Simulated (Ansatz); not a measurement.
# BH2F (SMILES [H]B([H])F) at 6 levels

Wanted: a comparison of 6 runs (UB3LYP/STO-3G, wB97M-V/STO-3G, wB97X/STO-3G, BCCD(T)/STO-3G, CCSDT/STO-3G, CCSD(T)/STO-3G) of BH2F. 

The results are computed with Ansatz 0.2.0.

56 further runs of the same task are left out: 2 that didn't finish, 54 set aside as unsound or not needed.

### 1 Starting point

BH2F has 4 atoms, charge 0, and is taken as a singlet. As SMILES, `[H]B([H])F`. The F4–B1 distance was set to 1.959 Å, away from the relaxed value.

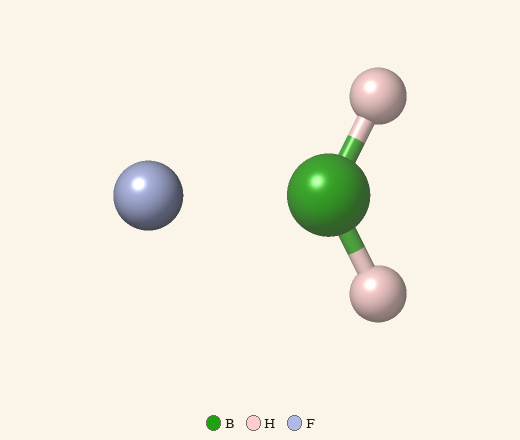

The structure, seen from a chosen angle (boron green, hydrogen pink, fluorine light blue).

### 2 The energy at UB3LYP/STO-3G (run 1)

Contents of job.yaml:

```yaml
crystal:
  periodic: [false, false, false]
  atoms:
    - {symbol: B, position_ang: [0.370062, 0.606511, -0.000715]}
    - {symbol: H, position_ang: [1.538492, 0.523341, 0.014315]}
    - {symbol: H, position_ang: [-0.238198, 1.607491, -0.020765]}
    - {symbol: F, position_ang: [-0.650140, -1.065400, 0.003230]}
basis:
  gaussian:
    orbitals: STO-3G
magnetization:
  spin_polarized: true
  initial_magnetization: 0
hamiltonian:
  xc: {name: B3LYP}
accuracy: high
```

Started as:

```bash
ansatz run job.yaml --threads 1 --pin off --max-ram 2610MiB --events-out events.jsonl --progress --plain --runs-dir runs
```

The program printed:

```text
Warning: RAYON_NUM_THREADS=1 ignored (pool sized by the plan → 1); use --threads N
Functional definition: B3LYP
  name "B3LYP"
  parameter a0 = 0.2
  parameter ax = 0.72
  parameter ac = 0.81
  exchange = (1 - a0 - ax)*slater_x + ax*b88_x + a0*exact_x
  correlation = (1 - ac)*vwn_rpa_c + ac*lyp_c
186 factors; integrals over basis functions are off by at most 2.8e-8 eV
mean field evaluation 1: about -3371.5149 eV, gradient 1.6e1 eV
mean field evaluation 2: about -3290.0204 eV, gradient 8.8e1 eV
mean field evaluation 4: about -3374.1100 eV, gradient 3.9e0 eV
mean field evaluation 8: about -3374.1705 eV, gradient 1.5e-1 eV
mean field evaluation 16: about -3374.1707 eV, gradient 3.3e-6 eV
mean field -3374.17074668 eV, -123.9984878453 hartree, gradient 2.5e-8 eV, S^2 0.000000; 0 other end points of the search recorded, 0 dependent functions left out
reference -3374.17076748 eV, -123.9984886099 hartree; 8, 8 occupied and 4, 4 virtual orbitals, 186 factors
Total energy: -3374.17076748 eV, -123.9984886099 hartree
```

Run time: 0.62 s. Hardware: 1 thread of Intel Xeon Platinum 8488C (Sapphire Rapids), shared host; peak memory 0.12 GiB.

### 3 A single-point energy at wB97M-V/STO-3G (run 2)

Contents of molecule.yaml:

```yaml
crystal:
  periodic: [false, false, false]
  atoms:
    - {symbol: B, position_ang: [0.370062, 0.606511, -0.000715]}
    - {symbol: H, position_ang: [1.538492, 0.523341, 0.014315]}
    - {symbol: H, position_ang: [-0.238198, 1.607491, -0.020765]}
    - {symbol: F, position_ang: [-0.650140, -1.065400, 0.003230]}
basis:
  gaussian: {orbitals: STO-3G}
hamiltonian: {xc: {name: wB97M-V}}
accuracy: high
```

Started as:

```bash
ansatz run molecule.yaml --threads 1 --pin off --max-ram 2610MiB --events-out events.jsonl --progress --plain --runs-dir runs
```

The program printed, cut to the lines that bear on the results:

```text
Warning: RAYON_NUM_THREADS=1 ignored (pool sized by the plan → 1); use --threads N
Functional definition: wB97M-V
  name "wB97M-V"
[...]
  gx(w, u) = 1 - cx + cx01*u + cx10*w
  gss(w, u) = css00 + css04*u^4 + css10*w + css20*w^2 + css43*w^4*u^3
  gos(w, u) = cos00 + cos10*w + (cos20 + cos21*u)*w^2 + (cos60 + cos61*u)*w^6
[...]
      + integral(e_c_pw_mod_opposite_spin*gos(b97_w_opposite, b97_u_opposite)) + vv10(b, c)
186 factors; integrals over basis functions are off by at most 2.8e-8 eV
111 factors; integrals over basis functions are off by at most 1.4e-9 eV
[...]
mean field -3373.73388019 eV, -123.9824332979 hartree, gradient 3.6e-8 eV, S^2 0.000000; 0 other end points of the search recorded, 0 dependent functions left out
reference -3373.73388200 eV, -123.9824333644 hartree; 8, 8 occupied and 4, 4 virtual orbitals, 186 factors
Total energy: -3373.73388200 eV, -123.9824333644 hartree
```

It took 3.6 s on 1 thread of Intel Xeon Platinum 8488C (Sapphire Rapids), shared host; peak memory 0.22 GiB.

Runs 3 to 4 aren't shown in full; the table further down has their settings and results.

### 4 The energy at CCSDT/STO-3G (run 5)

Edit molecule.yaml of step 3 so:

```diff
@@ -9,3 +9,5 @@
   gaussian: {orbitals: STO-3G}
-hamiltonian: {xc: {name: wB97M-V}}
+total_charge: 0
+correlation: {method: ccsdt, frozen_orbitals: {B: 1, F: 1, H: 0}}
 accuracy: high
+scf: {omitted_lower_state_checks: [cluster_reference, increment]}
```

Started as:

```bash
ansatz run molecule.yaml --threads 1 --pin off --max-ram 2610MiB --events-out events.jsonl --progress --plain --runs-dir runs
```

The program printed, cut to the lines that bear on the results:

```text
Warning: RAYON_NUM_THREADS=1 ignored (pool sized by the plan → 1); use --threads N
Functional definition: HF
  name "HF"
[...]
186 factors; integrals over basis functions are off by at most 2.8e-8 eV
[...]
mean field -3358.21696254 eV, -123.4121970922 hartree, gradient 1.4e-8 eV, S^2 0.000000; 0 other end points of the search recorded, 0 dependent functions left out; unrestricted orbitals would lower it
2 core orbitals not correlated: weight in the atoms' cores, before any rotation towards them, 1.000 or more for the frozen orbitals, at most 0.000 for the correlated occupied ones
reference -3358.21696254 eV, -123.4121970922 hartree; 6, 6 occupied and 4, 4 virtual orbitals, 186 factors
second order -2.03546256 eV of doubles, -0.00000000 eV of singles
cycle   1  -2.58470606 eV  change   -5.5e-1 eV  update   1.2e-1
[...]
cycle  39  -3.24139551 eV  change   5.4e-10 eV  update  5.3e-10
Total energy: -3361.45835805 eV, -123.5313161799 hartree
Checks for a lower state left out: cluster_reference, increment
```

It took 0.16 s on 1 thread of Intel Xeon Platinum 8488C (Sapphire Rapids), shared host.

### 5 A single-point energy at CCSD(T)/STO-3G (run 6)

Contents of in.yaml:

```yaml
crystal:
  periodic: [false, false, false]
  atoms:
    - {symbol: B, position_ang: [0.370062, 0.606511, -0.000715]}
    - {symbol: H, position_ang: [1.538492, 0.523341, 0.014315]}
    - {symbol: H, position_ang: [-0.238198, 1.607491, -0.020765]}
    - {symbol: F, position_ang: [-0.650140, -1.065400, 0.003230]}
basis:
  gaussian:
    orbitals: STO-3G
correlation:
  method: ccsd_t
  frozen_orbitals: {B: 1, F: 1, H: 0}
accuracy: high
scf:
  omitted_lower_state_checks: [cluster_reference, increment]
```

Started as:

```bash
ansatz run in.yaml --threads 1 --pin off --max-ram 2610MiB --events-out events.jsonl --progress --plain --runs-dir runs
```

The program printed, cut to the lines that bear on the results:

```text
Warning: RAYON_NUM_THREADS=1 ignored (pool sized by the plan → 1); use --threads N
[... 2 set-up lines as earlier in the session ...]
[...]
186 factors; integrals over basis functions are off by at most 2.8e-8 eV
[...]
mean field -3358.21696254 eV, -123.4121970922 hartree, gradient 1.4e-8 eV, S^2 0.000000; 0 other end points of the search recorded, 0 dependent functions left out; unrestricted orbitals would lower it
2 core orbitals not correlated: weight in the atoms' cores, before any rotation towards them, 1.000 or more for the frozen orbitals, at most 0.000 for the correlated occupied ones
reference -3358.21696254 eV, -123.4121970922 hartree; 6, 6 occupied and 4, 4 virtual orbitals, 186 factors
second order -2.03546256 eV of doubles, -0.00000000 eV of singles
cycle   1  -2.58470596 eV  change   -5.5e-1 eV  update   1.1e-1
[...]
cycle  25  -3.06585681 eV  change   8.3e-10 eV  update  5.8e-10
perturbative correction -0.08589470 eV, -0.0031565719 hartree
Total energy: -3361.36871405 eV, -123.5280218237 hartree
Checks for a lower state left out: cluster_reference, increment
```

It took 0.1 s on 1 thread of Intel Xeon Platinum 8488C (Sapphire Rapids), shared host.

### 6 Overview of the runs

```
run           level  frozen core orbitals  energy (Eh)  wall time
  1   UB3LYP/STO-3G                     –  -123.998489     0.62 s
  2  wB97M-V/STO-3G                     –  -123.982433      3.6 s
  3    wB97X/STO-3G                     –  -123.975177      1.5 s
  4  BCCD(T)/STO-3G                     2  -123.527141     0.12 s
  5    CCSDT/STO-3G                     2  -123.531316     0.16 s
  6  CCSD(T)/STO-3G                     2  -123.528022      0.1 s
```

### 7 Summary of results

```
                                          quantity          value
                               run 6: total energy  -123.52802 Eh
run 6: correlation energy (2 core orbitals frozen)     -115.8 mEh
                             run 6: (T) correction      -3.16 mEh
                              run 6: T1 diagnostic          0.027
```

**Reading.** Totals of different functionals can't be ranked against each other. In runs 4, 5, 6 the log says that unrestricted orbitals would lower the reference, so the values rest on an unstable closed-shell determinant (other closed-shell runs at this shape may share the fault). In runs 1, 2, 3, 4, 5, 6 the basis is minimal, so the values are rough. All runs together took 6.1 s, the longest 3.6 s.
